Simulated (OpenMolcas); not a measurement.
# Excited-state calculation of InHCl$_{2}$ (part 1 of 3)

- system: InHCl$_{2}$, SMILES [Cl][InH][Cl]
- method: CASSCF/ANO-RCC-VDZ, DKH2 (OpenMolcas 26.06)

The geometry comes from this level: PBE0-D4/def2-TZVP.

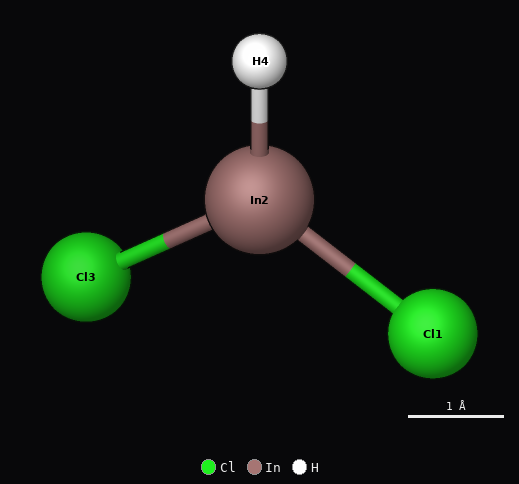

**Figure 1.** The structure as given in the input (ball-and-stick view, seen at a tilt; atoms are numbered from 1 in the order of the input). Sticks mark near contacts. Bond lengths as drawn: Cl–In 2.31 Å and H–In 1.69 Å.

Input:
```
* Cl2HIn CASSCF
>>> EXPORT MOLCAS_PRINT=2
&GATEWAY
Coord = input.xyz
Basis = ANO-RCC-VDZ
Group = NoSym
&SEWARD
&RASSCF
FileOrb = $CurrDir/step2.RasOrb
Spin = 1
Nactel = 4 0 0
Inactive = 40
Ras2 = 3
CIRoot = 4 4 1
OrbListing = Nothing
&RASSI
NrOfJobIphs = 1 all
```

File input.xyz:
```
4

Cl    -1.807300     0.708800    -0.992600
In     0.149700     0.132200     0.095600
Cl     0.538000    -2.146000     0.019800
H      1.175200     1.244600     0.856900
```

Hardware: 1 thread of Arm Neoverse N1, 16 GiB of memory available, shared host.

Launched with:
```bash
export MOLCAS_MEM=1860
pymolcas step6.input > step6.log
```

Output:
```
--- Start Module: gateway ---

                                              &GATEWAY

                       available to each process: 1.9 GB of memory, 1 thread

++    Symmetry information:
      ---------------------

                    Character Table for C1

                             E
                    a        1  x, y, xy, Rz, z, xz, Ry, yz, Rx, I
--

++    Basis set information:
      ----------------------

      Basis set label: CL.ANO-RCC...4S3P.

      Electronic valence basis set:
      ------------------
      Associated Effective Charge  17.000000 au
      Associated Actual Charge     17.000000 au
      Nuclear Model: Point charge

      Shell  nPrim  nBasis  Cartesian Spherical Contaminant
         s      17       4        X
         p      12       3        X

      Basis set label: IN.ANO-RCC...6S5P2D.

      Electronic valence basis set:
      ------------------
      Associated Effective Charge  49.000000 au
      Associated Actual Charge     49.000000 au
      Nuclear Model: Point charge

      Shell  nPrim  nBasis  Cartesian Spherical Contaminant
         s      22       6        X
         p      19       5        X
         d      13       2                 X

      Basis set label: CL.ANO-RCC...4S3P.

      Electronic valence basis set:
      ------------------
      Associated Effective Charge  17.000000 au
      Associated Actual Charge     17.000000 au
      Nuclear Model: Point charge

      Shell  nPrim  nBasis  Cartesian Spherical Contaminant
         s      17       4        X
         p      12       3        X

      Basis set label: H.ANO-RCC...2S.

      Electronic valence basis set:
      ------------------
      Associated Effective Charge   1.000000 au
      Associated Actual Charge      1.000000 au
      Nuclear Model: Point charge

      Shell  nPrim  nBasis  Cartesian Spherical Contaminant
         s       8       2        X
--

++    Molecular structure info:
      -------------------------

                    ************************************************
                    **** Cartesian Coordinates / bohr, angstrom ****
                    ************************************************

     Center  Label                x              y              z                     x              y              z
        1      CL1             -3.415302       1.339438      -1.875742             -1.807300       0.708800      -0.992600
        2      IN2              0.282892       0.249822       0.180658              0.149700       0.132200       0.095600
        3      CL3              1.016673      -4.055352       0.037417              0.538000      -2.146000       0.019800
        4      H4               2.220806       2.351953       1.619306              1.175200       1.244600       0.856900

                    ***************************************
                    *    InterNuclear Distances / bohr    *
                    ***************************************

               1 CL1           2 IN2           3 CL3           4 H4
    1 CL1      0.000000
    2 IN2      4.369517        0.000000
    3 CL3      7.239222        4.369608        0.000000
    4 H4       6.708671        3.200653        6.708642        0.000000

                    *******************************************
                    *    InterNuclear Distances / angstrom    *
                    *******************************************

               1 CL1           2 IN2           3 CL3           4 H4
    1 CL1      0.000000
    2 IN2      2.312249        0.000000
    3 CL3      3.830831        2.312297        0.000000
    4 H4       3.550076        1.693712        3.550060        0.000000
--

            Nuclear Potential Energy            441.57271221 au

--- Stop Module: gateway /rc=_RC_ALL_IS_WELL_ ---

--- Start Module: seward ---

                                              &SEWARD

                       available to each process: 1.9 GB of memory, 1 thread

               SEWARD will generate:
                  Multipole Moment integrals up to order  2
                  Kinetic Energy integrals
                  Nuclear Attraction integrals (point charge)
                  One-Electron Hamiltonian integrals
                  Velocity integrals
                  Relativistic Douglas-Kroll-Hess integrals:
                    - Parametrization         : EXP
                    - DKH order of Hamiltonian: 2
                    - DKH order of Properties : 0
                         - multipole moment operators
                         - electric potential operators
                         - contact operators
                  Orbital angular momentum around ( -0.2644  -0.3438  -0.2254 )
                  Velocity quadrupole around ( -0.2644  -0.3438  -0.2254 )
                  Atomic mean-field integrals
                  Two-Electron Repulsion integrals

                   Integrals are discarded if absolute value <: 1.00E-14
                   Integral cutoff threshold is set to       <: 1.00E-16

            Nuclear Potential Energy            441.57271221 au

      Basis set specifications :
      Symmetry species         a
      Basis functions           59

--- Stop Module: seward /rc=_RC_ALL_IS_WELL_ ---
--- Module seward spent 6 seconds ---

--- Start Module: rasscf ---

                                              &RASSCF

                       available to each process: 1.9 GB of memory, 1 thread

      Header of the ONEINT file:
      --------------------------

      OrdInt status: non-squared

      Cartesian coordinates in angstrom:
      -----------------------------------------------------
      No.  Label        X            Y            Z
      -----------------------------------------------------
       1   CL1       -1.80730000   0.70880000  -0.99260000
       2   IN2        0.14970000   0.13220000   0.09560000
       3   CL3        0.53800000  -2.14600000   0.01980000
       4   H4         1.17520000   1.24460000   0.85690000
      -----------------------------------------------------
      Nuclear repulsion energy =  441.57271221

++    Wave function specifications:
      -----------------------------

      Number of closed shell electrons          80
      Number of electrons in active shells       4
      Max number of holes in RAS1 space          0
      Max nr of electrons in RAS3 space          0
      Number of inactive orbitals               40
      Number of active orbitals                  3
      Number of secondary orbitals              16
      Spin quantum number                      0.0
      State symmetry                             1
--

++    Orbital specifications:
      -----------------------

      Symmetry species                           1
                                                 a
      Frozen orbitals                            0
      Inactive orbitals                         40
      Active orbitals                            3
      RAS1 orbitals                              0
      RAS2 orbitals                              3
      RAS3 orbitals                              0
      Secondary orbitals                        16
      Deleted orbitals                           0
      Number of basis functions                 59
--

++    CI expansion specifications:
      ----------------------------

      Number of CSFs                             6
      Number of spin combinations                6
      Number of determinants                     9
      Number of root(s) required                 4
      Root chosen for geometry opt.              4
      CI roots used                              1     2     3     4
      weights                                0.250 0.250 0.250 0.250
      highest root included in the CI            4
      max. size of the explicit Hamiltonian      6
--

++    Optimization specifications:
      ----------------------------

      RASSCF algorithm: Conventional
      Maximum number of macro iterations       200
      Maximum number of SX iterations          100
      Threshold for RASSCF energy            1.000E-08
      Threshold for max MO rotation          1.000E-01
      Threshold for max BLB element          1.000E-04
      Level shift parameter                  5.000E-01
      Make Quasi-Newton update
--

      The MO-coefficients are taken from the file:
      step2.RasOrb
      Title: RASSCF average (pseudo-natural) orbitals

      Total molecular charge    0.00

      ************************************************************************************************************************
      *                                            Wave function control section                                             *
      ************************************************************************************************************************

                                         RASSCF iterations: Energy and convergence statistics
                                         ----------------------------------------------------

          iter iter root      energy       change     param      element    value   shift minimum  type update hh:mm:ss
 Nr of preliminary CI iterations:   1
      Total energies have been shifted. Add                -6000.00 au
        1   1    3    0  -799.29471866    0.00E+00  -1.58E-05   43  44 1 -9.11E-06   0.29   0.00    SX    NO    0:00:00
        2   1    3    0  -799.29471866   -4.82E-10  -1.57E-05   43  44 1 -9.05E-06   0.29   0.00    SX    NO    0:00:00
        3   1    3    0  -799.29471866   -3.82E-10  -1.56E-05   43  44 1 -8.99E-06   0.29   0.00    SX    NO    0:00:00
        4   1    3    0  -799.29471866   -3.32E-10  -1.55E-05   43  44 1 -8.93E-06   0.29   0.00    SX    NO    0:00:00
      Convergence after  4 iterations
        5   1    3    0  -799.29471866   -3.29E-10  -1.55E-05   43  44 1 -8.87E-06   0.29   0.00    SX    NO    0:00:00

      ************************************************************************************************************************
                                                      Wave function printout:
                       occupation of active orbitals, and spin coupling of open shells (u,d: Spin up or down)
      ************************************************************************************************************************

      Note: transformation to natural orbitals
      has been made, which may change the order of the CSFs.

      printout of CI-coefficients larger than  0.05 for root  1
      energy=   -6799.537223
      conf/sym  111     Coeff  Weight
             1  220   0.95464 0.91134
             4  u2d  -0.29634 0.08782

      printout of CI-coefficients larger than  0.05 for root  2
      energy=   -6799.303675
      conf/sym  111     Coeff  Weight
             2  2ud   1.00000 1.00000

      printout of CI-coefficients larger than  0.05 for root  3
      energy=   -6799.282342
      conf/sym  111     Coeff  Weight
             1  220  -0.29583 0.08752
             3  202  -0.14132 0.01997
             4  u2d  -0.93408 0.87250
             6  022   0.14145 0.02001

      printout of CI-coefficients larger than  0.05 for root  4
      energy=   -6799.055634
      conf/sym  111     Coeff  Weight
             3  202  -0.70439 0.49616
             4  u2d   0.19920 0.03968
             6  022   0.68050 0.46308

      Natural orbitals and occupation numbers for root  1
      sym 1:   1.998183   1.998723   0.003094

      Natural orbitals and occupation numbers for root  2
      sym 1:   2.000000   1.000124   0.999876

      Natural orbitals and occupation numbers for root  3
      sym 1:   1.234791   1.960060   0.805149

      Natural orbitals and occupation numbers for root  4
      sym 1:   0.992349   1.007677   1.999974

      ************************************************************************************************************************
      *                                                    Final results                                                     *
      ************************************************************************************************************************

++    Final optimization conditions:
      ------------------------------

      Average CI energy                           -6799.29471866
      RASSCF energy for state  4                  -6799.05563418
      Super-CI energy                                -0.00000000
      RASSCF energy change                           -0.00000000
      Max change in MO coefficients              -2.006E-05
      Max non-diagonal density matrix element    -1.548E-05
      Maximum BLB matrix element                 -8.874E-06
      (orbital pair  43,  44 in symmetry   1)
      Norm of electronic gradient            2.442E-01
--

      Final state energy(ies):
      ------------------------

::    RASSCF root number  1 Total energy:  -6799.53722265
::    RASSCF root number  2 Total energy:  -6799.30367534
::    RASSCF root number  3 Total energy:  -6799.28234246
::    RASSCF root number  4 Total energy:  -6799.05563418
      Von Neumann Entropy (Root   1) =  0.01668

      Mulliken population analysis for root number:  1
      -----------------------------------------------

++    Molecular charges:
      ------------------

      Mulliken charges per centre
      ---------------------------

                CL1     IN2     CL3     H4
      Total   17.5926 47.8018 17.5926  1.0130

      N-E     -0.5926  1.1982 -0.5926 -0.0130

      Total electronic charge=   84.000000

      Total            charge=   -0.000000
--

      Expectation values of various properties for root number:  1
      -----------------------------------------------------------

++    Molecular properties:
      ---------------------

      Charge (e):
                      =   -0.0000
      Dipole Moment (debye):
      Origin of the operator (angstrom)=   -0.1399   -0.1819   -0.1193
                   X=  3.2086E+00               Y=  3.4803E+00               Z=  2.3797E+00           Total=  5.2982E+00
      Quadrupole Moment (debye*angstrom):
      Origin of the operator (angstrom)=   -0.1399   -0.1819   -0.1193
                  XX= -5.8021E+01              XY=  6.7362E+00              XZ= -5.3013E+00              YY= -6.2253E+01
                  YZ=  2.0368E+00              ZZ= -5.0484E+01
      In traceless form (debye*angstrom)
                  XX= -1.6522E+00              XY=  1.0104E+01              XZ= -7.9519E+00              YY= -8.0001E+00
                  YZ=  3.0552E+00              ZZ=  9.6523E+00
--

      LoProp population analysis for root number:  1
      -----------------------------------------------

++    LoProp analysis:
      ----------------

++    Static properties:
      ------------------

      LoProp Charges per center

                   CL1      IN2      CL3      H4
      Nuclear     17.0000  49.0000  17.0000   1.0000
      Electronic -17.4616 -48.0480 -17.4616  -1.0289

      Total       -0.4616   0.9520  -0.4616  -0.0289
--

      Natural Bond Order analysis for root number:  1

++    Natural Bond Order analysis
      ---------------------------
      Based on LoProp computed density
      -------------------------------------------------------------------------------------
      Atom A       Atom B       Bond Order
        IN2          H4             0.791
      -------------------------------------------------------------------------------------
      NBO located      1.582 electrons involved in    1 bonds.
      NBO located      1.014 non-bonded electrons on atom CL1
      NBO located      0.999 non-bonded electrons on atom CL1
      NBO located      1.000 non-bonded electrons on atom CL1
      NBO located      1.000 non-bonded electrons on atom CL1
      NBO located      1.000 non-bonded electrons on atom CL1
      NBO located      1.000 non-bonded electrons on atom CL1
      NBO located      1.000 non-bonded electrons on atom CL1
      NBO located      0.947 non-bonded electrons on atom IN2
      NBO located      0.993 non-bonded electrons on atom IN2
      NBO located      0.995 non-bonded electrons on atom IN2
      NBO located      0.995 non-bonded electrons on atom IN2
      NBO located      0.996 non-bonded electrons on atom IN2
      NBO located      0.997 non-bonded electrons on atom IN2
      NBO located      0.998 non-bonded electrons on atom IN2
      NBO located      0.999 non-bonded electrons on atom IN2
      NBO located      1.000 non-bonded electrons on atom IN2
      NBO located      1.000 non-bonded electrons on atom IN2
      NBO located      1.000 non-bonded electrons on atom IN2
      NBO located      1.000 non-bonded electrons on atom IN2
      NBO located      1.000 non-bonded electrons on atom IN2
      NBO located      1.000 non-bonded electrons on atom IN2
      NBO located      1.000 non-bonded electrons on atom IN2
      NBO located      1.000 non-bonded electrons on atom IN2
      NBO located      1.000 non-bonded electrons on atom IN2
      NBO located      1.000 non-bonded electrons on atom IN2
      NBO located      1.000 non-bonded electrons on atom IN2
      NBO located      1.000 non-bonded electrons on atom IN2
      NBO located      1.000 non-bonded electrons on atom IN2
      NBO located      1.000 non-bonded electrons on atom IN2
      NBO located      1.000 non-bonded electrons on atom IN2
      NBO located      0.957 non-bonded electrons on atom CL3
      NBO located      1.013 non-bonded electrons on atom CL3
      NBO located      1.000 non-bonded electrons on atom CL3
      NBO located      1.000 non-bonded electrons on atom CL3
      NBO located      1.000 non-bonded electrons on atom CL3
      NBO located      1.000 non-bonded electrons on atom CL3
```
